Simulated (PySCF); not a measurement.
Input file:

```
{"job": {"kind": "inter", "xc": "wB97M-D3(BJ)", "basis": "def2-SVPD", "pairs": false}, "charge": 0, "multiplicity": 1, "parts": [{"atoms": "0-1", "charge": 0, "multiplicity": 1}, {"atoms": "2-5", "charge": 0, "multiplicity": 1}, {"atoms": "6-9", "charge": 0, "multiplicity": 1}, {"atoms": "10-13", "charge": 0, "multiplicity": 1}]}
N     -0.084563    -0.572980    -0.317658
N     -1.083375    -0.489456     0.129455
N     -3.510654    -0.304195    -2.359232
H     -3.484935     0.544104    -1.800466
H     -3.665241    -1.070402    -1.709945
H     -2.577437    -0.431587    -2.762867
N      2.125171    -0.109512    -2.727680
H      2.030229    -0.643121    -1.868180
H      3.026074    -0.339191    -3.136551
H      2.154844     0.870625    -2.461597
N     -0.761939    -0.730846    -3.902333
H      0.206594    -0.531874    -3.636212
H     -0.794921    -1.689090    -4.239116
H     -0.988248    -0.140061    -4.697927
```

Run with:

```sh
OMP_NUM_THREADS=1 python cluster_run.py task.json out
```

Geometry: PBE0-D3(BJ)/def2-SVPD.

Theory: wB97M-D3(BJ)/def2-SVPD, SCF density, gas phase in PySCF.

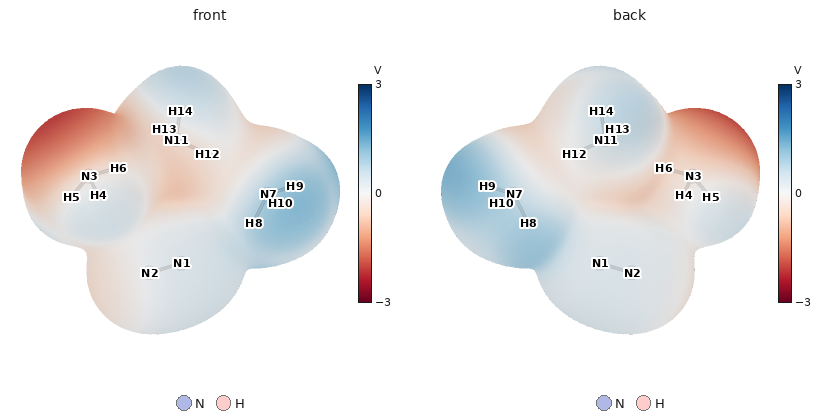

N2···NH3···NH3···NH3 (SMILES N#N.N.N.N). The molecular electrostatic potential painted on the density surface at 0.001 e/bohr³, seen from the front and from behind; red is negative and blue positive.

Q: Where is the surface potential most negative and most positive?

A: The most negative region (about −2.1 V, or −48 kcal/mol for a unit charge) lies over N3, the most positive (about +1.3 V, or +30 kcal/mol for a unit charge) over H9 and H10. N3 is the likeliest acceptor of a hydrogen bond.
